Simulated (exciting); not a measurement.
Two BSE runs for the S L₂,₃ edge of CsLuS2, space group R-3m. Run A: exciting, all-electron LAPW+lo, LDA, exchange and screened direct term (singlet BSE), 2×2×2 shifted k points, 55 conduction bands, |G+q| up to 3 bohr⁻¹ (2.5 in the exchange term), full RPA screening with nempty = 86, Lorentzian half width 0.45 eV. Run B has a fault in its input.

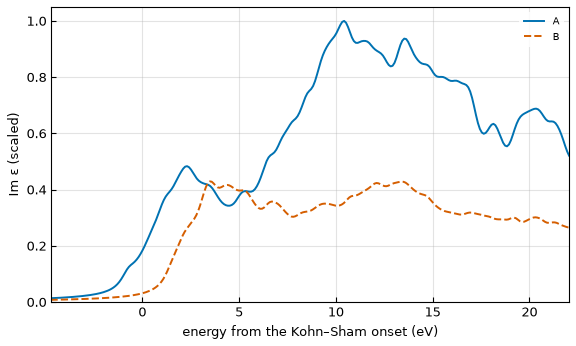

Energy from the Kohn–Sham onset, core level to the lowest empty state found on the meshes used; one zero for both, scaled to A's maximum.

Question: What most likely went wrong in run B?

The basis cutoff rgkmax is far too low (basis cutoff rgkmax from 7 to 3.5). Against run A the r.m.s. difference is 55 %. The highest maximum lies at 3.5 eV (0.43), against 10.4 eV (1.00). The first bright state moves from -0.78 to 1.49 eV. The lowest bare transition of this run lies at 2.41 eV, against 0.19. A small basis shifts bands and core levels against each other. Other settings could leave a like mark; this is the change that was made.

[Hosts, paths, dates, database ids (printed as entryN), source tags and the programs' standing remarks are cut or masked in the printed files.]
